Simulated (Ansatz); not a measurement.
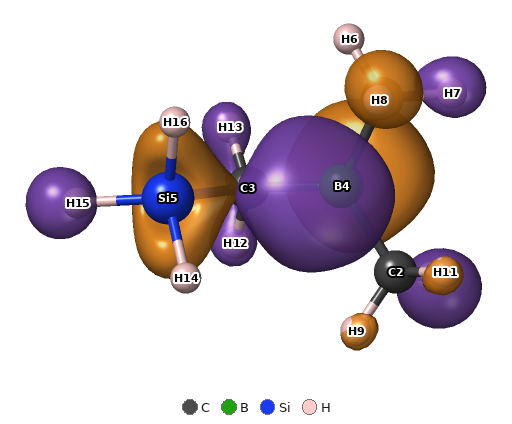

*C$_{3}$H$_{11}$BSi. One frontier orbital at ±0.1 Å⁻³ᐟ² (orange and purple are the two phases), seen at a tilt.*

Geometry: B3LYP-D3(BJ)/def2-SVP.

Computed with isolated molecule in a Gaussian basis; Kohn-Sham density functional theory, functional PBE0 (Ansatz 0.2.0).

```yaml
atoms:
  - { symbol: C, position_ang: [-0.1437, -0.5330, 0.9781] }
  - { symbol: C, position_ang: [1.7850, 0.5285, -0.6273] }
  - { symbol: C, position_ang: [-0.8330, 0.7894, -1.3092] }
  - { symbol: B, position_ang: [0.2606, 0.2774, -0.3127] }
  - { symbol: Si, position_ang: [-1.2860, -0.6119, -2.5037] }
  - { symbol: H, position_ang: [-1.2026, -0.4550, 1.2696] }
  - { symbol: H, position_ang: [0.4912, -0.2811, 1.8449] }
  - { symbol: H, position_ang: [0.0603, -1.6026, 0.7701] }
  - { symbol: H, position_ang: [2.0125, 0.6415, -1.6995] }
  - { symbol: H, position_ang: [2.0373, 1.4998, -0.1544] }
  - { symbol: H, position_ang: [2.4675, -0.2146, -0.1843] }
  - { symbol: H, position_ang: [-0.4916, 1.6257, -1.9432] }
  - { symbol: H, position_ang: [-1.7774, 1.0692, -0.8114] }
  - { symbol: H, position_ang: [-0.0791, -1.0783, -3.2487] }
  - { symbol: H, position_ang: [-2.3002, -0.1478, -3.4962] }
  - { symbol: H, position_ang: [-1.8531, -1.7744, -1.7586] }
```

**Which orbital is it: HOMO or LUMO?**

The LUMO, at −0.47 eV. It lies mainly on B4 (about 40 %), Si5 (about 15 %), C3 (about 10 %), C1 (about 10 %) and C2 (about 5 %).
